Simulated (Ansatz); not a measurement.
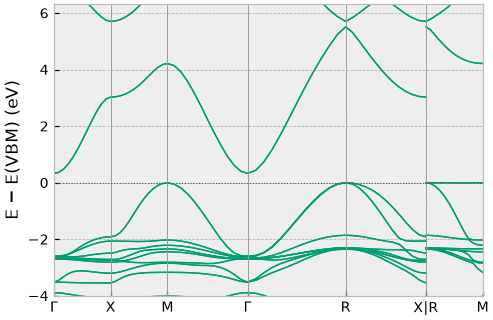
Fig. 1. Band structure from PBEsol with spin–orbit coupling (plane waves, PAW; program Ansatz)

Problem. Read off the gap and where the band edges lie.

Solution. About 0.3 eV (0.33 eV by a search for the band edges); maximum at R, minimum at Γ.

The material is RbHgF$_{3}$ (cubic perovskite, Pm-3m).

The first step of the workflow began from a Materials Project structure, measured or hypothetical; the Crystallography Open Database files this formula in space group No. 221, but the cells were not matched. Whether it is the stable phase at ambient conditions was not checked. The cell was relaxed with PBEsol under the symmetry of its start; whether a distortion lowers the energy is not shown.

Potentials: the later of the program's two PAW sets.
